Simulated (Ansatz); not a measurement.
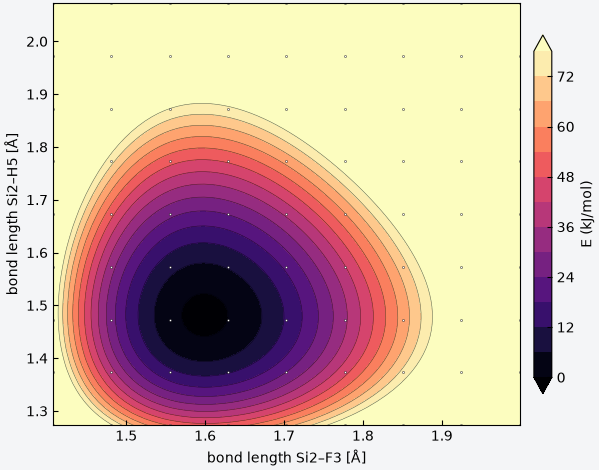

ClFHOSi, SMILES [O][SiH](F)Cl, spin multiplicity 2. 
- Coordinates scanned: (1) bond length Si2–F3; (2) bond length Si2–H5.
- Nothing is relaxed (all other coordinates rigid).
- The scan uses a 9 × 9 grid.
- All energies are given in kJ/mol relative to the lowest grid point.
- All numbers below come from UKS PBE-D4/def2-TZVP in Ansatz 0.2.0.

Drawn: filled contours, dots at the grid points, one colour for all values above the top of the scale. Between grid points the surface is interpolated.

**Estimate the position of the minimum and the force constants in these coordinates.**

The interpolated minimum is at bond length Si2–F3 ≈ 1.599 Å, bond length Si2–H5 ≈ 1.480 Å. The curvatures there are about 33 eV/Å² and 18 eV/Å², with a cross term of about 0 eV/Å². Round the minimum the two coordinates are nearly uncoupled. (1 eV is 96.5 kJ/mol.)
